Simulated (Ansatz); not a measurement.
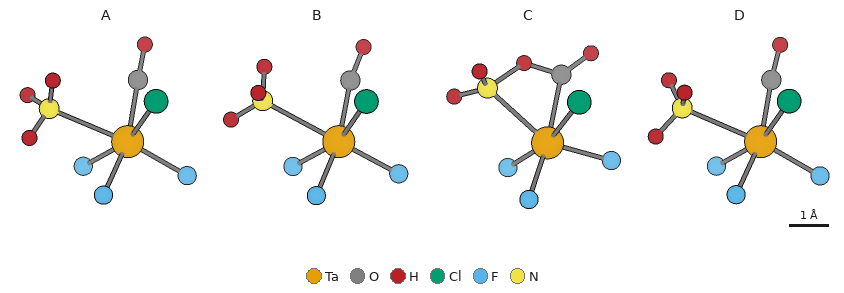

4 geometries from a converged minimum-energy path of TaNH$_{4}$OClF$_{3}$, shuffled. The picture is a ball-and-stick view, seen at a tilt.

These are results of Ansatz, RKS PBE0-D4/def2-SVP, not measurements. Run with 5 movable images; climbing image; force threshold 0.03 eV/Å; iteration limit 60; starting path through a guess of the saddle point.

Question: One of them is the converged climbing image. Which?

Answer: C. In order along the path, whose images run from 0 to 6: A (image 0, 0.00 eV), D (image 1, 0.00 eV), B (image 2, +0.06 eV), C (image 4, +1.30 eV). A hydrogen atom shifts from one atom to another. Breaking: H–N (1.02 → 2.93 Å). Forming: H–O (3.03 → 0.97 Å).
